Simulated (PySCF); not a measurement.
**[Ce(P5)H]+: how settings move a single point**

Aim: repeat the single point on relaxed [Ce(P5)H]+ with altered settings, some of them bad on purpose. The structure is generated, not taken from experiment.

The runs use PySCF 2.14.0; B3LYP, Ce lcecp-1-SVP with ECP47, P def2-SVP, H def2-SVP; scalar-relativistic core potentials, no spin–orbit coupling.

3 further runs of the same task are left out: 2 for a known fault of the program, 1 that didn't finish. Runs told in other sessions of the task aren't counted.

## 1. Starting geometry

7 atoms, charge 1, spin multiplicity 1.

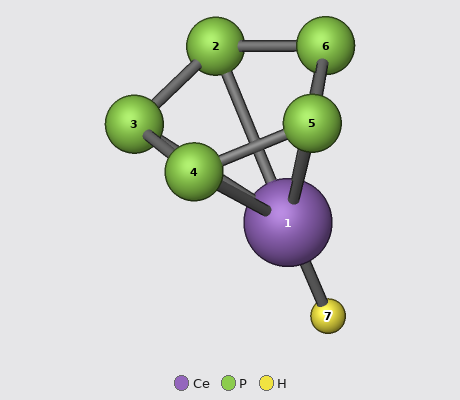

The structure; cerium purple, phosphorus green, hydrogen yellow; atoms are numbered from 1 in the order of the file.

Geometry (Å):

```xyz
7

Ce    0.0000    0.0000   -1.4517
P     1.8279    0.0000    1.1802
P     0.5648    1.7385    1.1802
P    -1.4788    1.0744    1.1802
P    -1.4788   -1.0744    1.1802
P     0.5649   -1.7385    1.1802
H     0.0000    0.0000   -3.4995
```

Formal oxidation states: Ce +3. Each metal's 1 4f electrons lie in its core potential, so multiplicities, spins and levels count the valence alone. An earlier session relaxed this geometry at B3LYP, Ce lcecp-1-SVP with ECP47, P def2-SVP, H def2-SVP (singlet, point group C5v).

The sound run used a (50, 194) grid (finer on f atoms), a threshold of 1e-8 and at most 55 cycles, and ended at -1738.973592 Eh.

## 2. Try 1

Contents of run.py (the lines that set the calculation):

```python
mol = gto.M(atom='''
Ce     0.00000     0.00000    -1.45169
P      1.82794     0.00002     1.18023
P      0.56484     1.73848     1.18023
P     -1.47885     1.07442     1.18023
P     -1.47882    -1.07445     1.18023
P      0.56488    -1.73846     1.18023
H      0.00000     0.00000    -3.49953''',
    basis={'Ce': 'lcecp-1-SVP', 'P': 'def2-SVP', 'H': 'def2-SVP'},
    ecp={'Ce': 'lcecp-1-SVP'},
    charge=1, spin=0)
mf = dft.RKS(mol, xc='B3LYP')
mf.grids.atom_grid = (50, 194)  # f atoms: unpruned, at least (60, 302)
mf = mf.density_fit()  # fitting sets: Ce AutoAux, P def2-universal-JKFIT, H def2-universal-JKFIT
mf.conv_tol = 0.001; mf.max_cycle = 55
mf.kernel(dm0)  # dm0: free metal ions and neutral atoms
```

Started as:

```console
$ OMP_NUM_THREADS=2 python run.py
```

Standard output:

```text
init E= -1740.03999071261
  HOMO = -0.402889728024163  LUMO = -0.31790080846347  gap/eV = 2.31267
cycle= 1 E= -1738.92704655814  delta_E= 1.11  |g|= 0.327  |ddm|= 3.56
  HOMO = -0.34550396382561  LUMO = -0.302399468654412  gap/eV = 1.17293
cycle= 2 E= -1738.93843613875  delta_E= -0.0114  |g|= 0.281  |ddm|=  1.1
  HOMO = -0.408466834302498  LUMO = -0.310791905811401  gap/eV = 2.65787
cycle= 3 E= -1738.97030808924  delta_E= -0.0319  |g|= 0.0872  |ddm|= 0.571
  HOMO = -0.411927145035711  LUMO = -0.30364017395333  gap/eV = 2.94664
cycle= 4 E= -1738.97341383219  delta_E= -0.00311  |g|= 0.0207  |ddm|= 0.187
  HOMO = -0.411998849304915  LUMO = -0.305203787565486  gap/eV = 2.90604
cycle= 5 E= -1738.97359015282  delta_E= -0.000176  |g|= 0.00229  |ddm|= 0.0441
  HOMO = -0.411782477757465  LUMO = -0.305037561163215  gap/eV = 2.90468
Extra cycle  E= -1738.97359014472  delta_E= 8.09e-09  |g|= 0.0024  |ddm|= 0.00738
converged SCF energy = -1738.97359014472
```

Wall time 7.2 s (2 threads of Arm Neoverse V1, shared host).

Changed: the SCF threshold (0.001). It converges in 5 cycles, at the sound run's energy within 0.001 eV, with a largest force component of 0.01 eV/Å. The result survives the change.

## 3. Try 2

run.py (the lines that set the calculation): that of step 2 with these lines changed.

```diff
@@ -12,5 +12,5 @@
 mf = dft.RKS(mol, xc='B3LYP')
-mf.grids.atom_grid = (50, 194)  # f atoms: unpruned, at least (60, 302)
+mf.grids.atom_grid = (10, 14)  # f atoms: unpruned
 mf = mf.density_fit()  # fitting sets: Ce AutoAux, P def2-universal-JKFIT, H def2-universal-JKFIT
-mf.conv_tol = 0.001; mf.max_cycle = 55
+mf.conv_tol = 1e-08; mf.max_cycle = 55
 mf.kernel(dm0)  # dm0: free metal ions and neutral atoms
```

Started as:

```console
$ OMP_NUM_THREADS=2 python run.py
```

Standard output:

```text
init E= -1739.83032087665
  HOMO = -0.403129920990333  LUMO = -0.33180426683034  gap/eV = 1.94087
cycle= 1 E= -1738.70043030174  delta_E= 1.13  |g|= 0.332  |ddm|= 3.65
  HOMO = -0.326963829375315  LUMO = -0.32274370713249  gap/eV = 0.11484
cycle= 2 E= -1738.08700827484  delta_E= 0.613  |g|= 0.671  |ddm|= 3.27
  HOMO = -0.376669526536183  LUMO = -0.319853667204537  gap/eV = 1.54604
cycle= 3 E= -1738.70466330939  delta_E= -0.618  |g|= 0.325  |ddm|= 3.28
  HOMO = -0.399362039108531  LUMO = -0.324934900571659  gap/eV = 2.02527
cycle= 4 E= -1738.74118977653  delta_E= -0.0365  |g|= 0.132  |ddm|= 0.445
  HOMO = -0.397903990539305  LUMO = -0.323721673597898  gap/eV = 2.01860
cycle= 5 E= -1738.74126719658  delta_E= -7.74e-05  |g|= 0.152  |ddm|= 0.371
  HOMO = -0.397357840502359  LUMO = -0.325297519673597  gap/eV = 1.96086
cycle= 6 E= -1738.75078992966  delta_E= -0.00952  |g|= 0.0403  |ddm|=  0.3
  HOMO = -0.397275667991875  LUMO = -0.323863996672003  gap/eV = 1.99763
cycle= 7 E= -1738.7514765137  delta_E= -0.000687  |g|= 0.0153  |ddm|= 0.0904
  HOMO = -0.39698318787443  LUMO = -0.32386306138077  gap/eV = 1.98970
cycle= 8 E= -1738.75156353374  delta_E= -8.7e-05  |g|= 0.00753  |ddm|= 0.0394
  HOMO = -0.39761523513175  LUMO = -0.322873587827527  gap/eV = 2.03382
cycle= 9 E= -1738.75158489547  delta_E= -2.14e-05  |g|= 0.00227  |ddm|= 0.0205
  HOMO = -0.397995976676975  LUMO = -0.322923540975843  gap/eV = 2.04283
cycle= 10 E= -1738.75158788241  delta_E= -2.99e-06  |g|= 0.000407  |ddm|= 0.007
  HOMO = -0.397890976681384  LUMO = -0.322892574112377  gap/eV = 2.04081
cycle= 11 E= -1738.75158802387  delta_E= -1.41e-07  |g|= 0.000175  |ddm|= 0.00206
  HOMO = -0.397912333816681  LUMO = -0.322878302179539  gap/eV = 2.04178
cycle= 12 E= -1738.75158803528  delta_E= -1.14e-08  |g|= 9.15e-05  |ddm|= 0.000516
  HOMO = -0.397920221163016  LUMO = -0.32287682997173  gap/eV = 2.04203
cycle= 13 E= -1738.75158803889  delta_E= -3.61e-09  |g|= 1.16e-05  |ddm|= 0.000217
  HOMO = -0.397918560234278  LUMO = -0.322875539337147  gap/eV = 2.04202
Extra cycle  E= -1738.75158803887  delta_E= 2.41e-11  |g|= 1.75e-05  |ddm|= 6.79e-05
converged SCF energy = -1738.75158803887
```

Run time: 6.6 s. Hardware: 2 threads of Arm Neoverse V1, shared host.

Changed: the integration grid, to (10, 14). It converges in 13 cycles, +6.041 eV from the sound run, with a largest force component of 4.55 eV/Å. The setting is unsound, so these numbers aren't the compound's.

## 4. Try 3

Contents of run.py (the lines that set the calculation):

```python
mol = gto.M(atom='''
Ce     0.00000     0.00000    -1.52428
P      1.91933     0.00002     1.23924
P      0.59308     1.82540     1.23924
P     -1.55279     1.12814     1.23924
P     -1.55276    -1.12818     1.23924
P      0.59313    -1.82539     1.23924
H      0.00000     0.00000    -3.67451''',
    basis={'Ce': 'lcecp-1-SVP', 'P': 'def2-SVP', 'H': 'def2-SVP'},
    ecp={'Ce': 'lcecp-1-SVP'},
    charge=1, spin=0)
mf = dft.RKS(mol, xc='B3LYP')
mf.grids.atom_grid = (50, 194)  # f atoms: unpruned, at least (60, 302)
mf = mf.density_fit()  # fitting sets: Ce AutoAux, P def2-universal-JKFIT, H def2-universal-JKFIT
mf.conv_tol = 1e-08; mf.max_cycle = 55
mf.kernel(dm0)  # dm0: free metal ions and neutral atoms
```

Started as:

```console
$ OMP_NUM_THREADS=2 python run.py
```

Standard output:

```text
init E= -1739.61897431994
  HOMO = -0.390401670585555  LUMO = -0.310753842714951  gap/eV = 2.16733
cycle= 1 E= -1738.91097625598  delta_E= 0.708  |g|= 0.308  |ddm|= 3.34
  HOMO = -0.346656870307616  LUMO = -0.308362218099571  gap/eV = 1.04205
cycle= 2 E= -1738.92482334397  delta_E= -0.0138  |g|= 0.243  |ddm|= 1.08
  HOMO = -0.399974526368729  LUMO = -0.305614332819088  gap/eV = 2.56767
cycle= 3 E= -1738.95279182681  delta_E= -0.028  |g|= 0.0582  |ddm|= 0.525
  HOMO = -0.405187785632141  LUMO = -0.3016762506242  gap/eV = 2.81669
cycle= 4 E= -1738.95401526977  delta_E= -0.00122  |g|= 0.0258  |ddm|= 0.134
  HOMO = -0.404819720644683  LUMO = -0.303842384006279  gap/eV = 2.74773
cycle= 5 E= -1738.95431037937  delta_E= -0.000295  |g|= 0.00466  |ddm|= 0.0559
  HOMO = -0.404572893169146  LUMO = -0.303340888251911  gap/eV = 2.75466
cycle= 6 E= -1738.95431746809  delta_E= -7.09e-06  |g|= 0.00191  |ddm|= 0.0109
  HOMO = -0.404739444470282  LUMO = -0.303523383192592  gap/eV = 2.75423
cycle= 7 E= -1738.95431878327  delta_E= -1.32e-06  |g|= 0.000331  |ddm|= 0.00353
  HOMO = -0.404708997730956  LUMO = -0.303523531896356  gap/eV = 2.75340
cycle= 8 E= -1738.95431877693  delta_E= 6.34e-09  |g|= 0.000375  |ddm|= 0.00108
  HOMO = -0.404702221934136  LUMO = -0.303517859036476  gap/eV = 2.75337
cycle= 9 E= -1738.95431883795  delta_E= -6.1e-08  |g|= 3.23e-05  |ddm|= 0.000614
  HOMO = -0.404707577074024  LUMO = -0.303520004425158  gap/eV = 2.75345
cycle= 10 E= -1738.95431883863  delta_E= -6.8e-10  |g|= 7.32e-06  |ddm|= 0.000137
  HOMO = -0.404707764250655  LUMO = -0.303521450897812  gap/eV = 2.75342
Extra cycle  E= -1738.95431883865  delta_E= -1.41e-11  |g|= 7.9e-06  |ddm|= 4.64e-05
converged SCF energy = -1738.95431883865
```

Wall time 8.2 s (2 threads of Arm Neoverse V1, shared host).

Changed: the scale of all coordinates (1.05). It converges in 10 cycles, +0.524 eV from the sound run, with a largest force component of 1.64 eV/Å. The setting is unsound, so these numbers aren't the compound's.

## 5. Try 4

Contents of run.py (the lines that set the calculation):

```python
mol = gto.M(atom='''
Ce     0.00000     0.00000    -1.45169
P      1.82794     0.00002     1.18023
P      0.56484     1.73848     1.18023
P     -1.47885     1.07442     1.18023
P     -1.47882    -1.07445     1.18023
P      0.56488    -1.73846     1.18023
H      0.00000     0.00000    -3.49953''',
    basis={'Ce': 'lcecp-1-SVP', 'P': 'def2-SVP', 'H': 'def2-SVP'},
    ecp={'Ce': 'lcecp-1-SVP'},
    charge=1, spin=0)
mf = dft.RKS(mol, xc='B3LYP')
mf.grids.atom_grid = (30, 86)  # f atoms: unpruned
mf = mf.density_fit()  # fitting sets: Ce AutoAux, P def2-universal-JKFIT, H def2-universal-JKFIT
mf.conv_tol = 1e-08; mf.max_cycle = 55
mf.kernel(dm0)  # dm0: free metal ions and neutral atoms
```

Started as:

```console
$ OMP_NUM_THREADS=2 python run.py
```

Standard output:

```text
init E= -1740.04089716629
  HOMO = -0.402842479412446  LUMO = -0.317925363271683  gap/eV = 2.31071
cycle= 1 E= -1738.9277479115  delta_E= 1.11  |g|= 0.327  |ddm|= 3.56
  HOMO = -0.345730664243437  LUMO = -0.302424993839034  gap/eV = 1.17841
cycle= 2 E= -1738.93917065326  delta_E= -0.0114  |g|= 0.281  |ddm|=  1.1
  HOMO = -0.40839135442715  LUMO = -0.310767543262176  gap/eV = 2.65648
cycle= 3 E= -1738.97097826532  delta_E= -0.0318  |g|= 0.0871  |ddm|= 0.57
  HOMO = -0.41181875470033  LUMO = -0.303654229556049  gap/eV = 2.94331
cycle= 4 E= -1738.9740736493  delta_E= -0.0031  |g|= 0.0207  |ddm|= 0.187
  HOMO = -0.411889821501039  LUMO = -0.305182139400846  gap/eV = 2.90366
cycle= 5 E= -1738.97425007534  delta_E= -0.000176  |g|= 0.00244  |ddm|= 0.0442
  HOMO = -0.411756072642839  LUMO = -0.305074971451284  gap/eV = 2.90294
cycle= 6 E= -1738.97425062909  delta_E= -5.54e-07  |g|= 0.00209  |ddm|= 0.00688
  HOMO = -0.411843164802509  LUMO = -0.30510244898631  gap/eV = 2.90456
cycle= 7 E= -1738.97425190881  delta_E= -1.28e-06  |g|= 0.000991  |ddm|= 0.00442
  HOMO = -0.41186046550879  LUMO = -0.30514727490492  gap/eV = 2.90381
cycle= 8 E= -1738.97425229446  delta_E= -3.86e-07  |g|= 0.000184  |ddm|= 0.00179
  HOMO = -0.411834833375532  LUMO = -0.305135814798078  gap/eV = 2.90343
cycle= 9 E= -1738.97425230957  delta_E= -1.51e-08  |g|= 1.98e-05  |ddm|= 0.000388
  HOMO = -0.411839430591587  LUMO = -0.30513808045259  gap/eV = 2.90349
cycle= 10 E= -1738.97425230975  delta_E= -1.84e-10  |g|= 6.32e-06  |ddm|= 6.58e-05
  HOMO = -0.411838601880402  LUMO = -0.305138548937028  gap/eV = 2.90346
Extra cycle  E= -1738.97425230973  delta_E= 2.18e-11  |g|= 9.58e-06  |ddm|= 2.85e-05
converged SCF energy = -1738.97425230973
```

It took 6.7 s on 2 threads of Arm Neoverse V1, shared host.

Changed: the integration grid, to (30, 86). It converges in 10 cycles, -0.018 eV from the sound run, with a largest force component of 0.08 eV/Å. The setting is unsound, so these numbers aren't the compound's.

## 6. Try 5

run.py (the lines that set the calculation): that of step 5 with these lines changed.

```diff
@@ -10,7 +10,7 @@
     ecp={'Ce': 'lcecp-1-SVP'},
-    charge=1, spin=0)
-mf = dft.RKS(mol, xc='B3LYP')
-mf.grids.atom_grid = (30, 86)  # f atoms: unpruned
+    charge=1, spin=8)
+mf = dft.UKS(mol, xc='B3LYP')
+mf.grids.atom_grid = (50, 194)  # f atoms: unpruned, at least (60, 302)
 mf = mf.density_fit()  # fitting sets: Ce AutoAux, P def2-universal-JKFIT, H def2-universal-JKFIT
-mf.conv_tol = 1e-08; mf.max_cycle = 55
+mf.conv_tol = 1e-08; mf.max_cycle = 95
 mf.kernel(dm0)  # dm0: free metal ions and neutral atoms
```

Started as:

```console
$ OMP_NUM_THREADS=2 python run.py
```

Standard output:

```text
init E= -1740.47558782235
cycle= 1 E= -1738.06946300806  delta_E= 2.41  |g|= 0.625  |ddm|= 3.17
cycle= 2 E= -1736.0906456557  delta_E= 1.98  |g|= 1.28  |ddm|= 5.23
cycle= 3 E= -1738.48607012842  delta_E= -2.4  |g|= 0.235  |ddm|= 4.56
cycle= 4 E= -1738.49678910221  delta_E= -0.0107  |g|= 0.264  |ddm|= 1.38
cycle= 5 E= -1738.5517455591  delta_E= -0.055  |g|= 0.116  |ddm|= 0.721
cycle= 6 E= -1738.56273891607  delta_E= -0.011  |g|= 0.0362  |ddm|= 0.267
cycle= 7 E= -1738.56491179899  delta_E= -0.00217  |g|= 0.016  |ddm|= 0.228
cycle= 8 E= -1738.56534426748  delta_E= -0.000432  |g|= 0.00995  |ddm|= 0.101
cycle= 9 E= -1738.56558085532  delta_E= -0.000237  |g|= 0.00885  |ddm|= 0.0932
cycle= 10 E= -1738.56567590446  delta_E= -9.5e-05  |g|= 0.00668  |ddm|= 0.027
cycle= 11 E= -1738.56574703769  delta_E= -7.11e-05  |g|= 0.00581  |ddm|= 0.029
cycle= 12 E= -1738.56580468982  delta_E= -5.77e-05  |g|= 0.0022  |ddm|= 0.0217
cycle= 13 E= -1738.56582841262  delta_E= -2.37e-05  |g|= 0.00123  |ddm|= 0.0135
cycle= 14 E= -1738.56586239076  delta_E= -3.4e-05  |g|= 0.000965  |ddm|= 0.0256
cycle= 15 E= -1738.56590185598  delta_E= -3.95e-05  |g|= 0.000522  |ddm|= 0.05
cycle= 16 E= -1738.56590890514  delta_E= -7.05e-06  |g|= 0.000359  |ddm|= 0.0211
cycle= 17 E= -1738.56591012978  delta_E= -1.22e-06  |g|= 0.000263  |ddm|= 0.00689
cycle= 18 E= -1738.56591056103  delta_E= -4.31e-07  |g|= 0.00015  |ddm|= 0.00416
cycle= 19 E= -1738.56591074361  delta_E= -1.83e-07  |g|= 0.000117  |ddm|= 0.00357
cycle= 20 E= -1738.56591077426  delta_E= -3.07e-08  |g|= 5.21e-05  |ddm|= 0.000799
cycle= 21 E= -1738.56591079693  delta_E= -2.27e-08  |g|= 3.34e-05  |ddm|= 0.000951
cycle= 22 E= -1738.56591080614  delta_E= -9.22e-09  |g|= 1.96e-05  |ddm|= 0.000734
Extra cycle  E= -1738.56591080682  delta_E= -6.73e-10  |g|= 3.63e-05  |ddm|= 0.000232
converged SCF energy = -1738.56591080682  <S^2> = 20.012592  2S+1 = 9.0027979
```

It took 19 s on 2 threads of Arm Neoverse V1, shared host.

Changed: the spin (8 unpaired electrons); the cycle limit is 95. It converges in 22 cycles, +11.094 eV from the sound run, with a largest force component of 2.03 eV/Å. The setting is unsound, so these numbers aren't the compound's.

## 7. Results

| run | changed | ending | energy change (eV) | cycles | time | usable |
| --- | --- | --- | --- | --- | --- | --- |
| 1 | the SCF threshold | converged | 0.000 | 5 | 7.2 s | yes |
| 2 | the integration grid | converged | +6.041 | 13 | 6.6 s | no |
| 3 | the scale of all coordinates | converged | +0.524 | 10 | 8.2 s | no |
| 4 | the integration grid | converged | -0.018 | 10 | 6.7 s | no |
| 5 | the spin | converged | +11.094 | 22 | 19 s | no |

1 of 5 altered runs gives a usable result. 4 ended normally with numbers unfit to quote.
